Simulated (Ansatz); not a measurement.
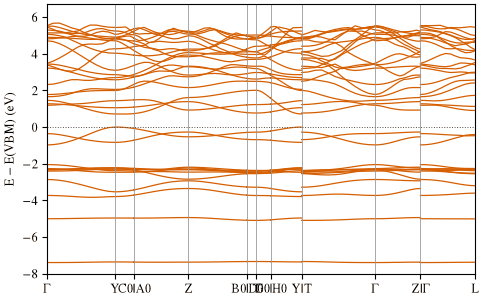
Fig. 1. Band structure from r²SCAN in the plane-wave PAW code Ansatz

Task: Read off the gap and where the band edges lie.

Result: About 0.7 eV (0.71 eV by a search for the band edges); maximum at Y, minimum on the Y–C0 line, 40 % of the way from Y.

The material is Cs$_{2}$As$_{3}$ in space group Fmmm (No. 69; Cs on 8f, Cs on 8h, As on 16n, As on 8i).

The first step of the workflow began from a Materials Project structure, measured or hypothetical; the Crystallography Open Database copy checked does not list it. Its standing as an ambient phase is unchecked. The r²SCAN relaxation kept the symmetry of its start; whether a distortion lowers the energy is not shown. Spin–orbit coupling is left out wherever it is not named.

Potentials: the later of the program's two PAW sets.
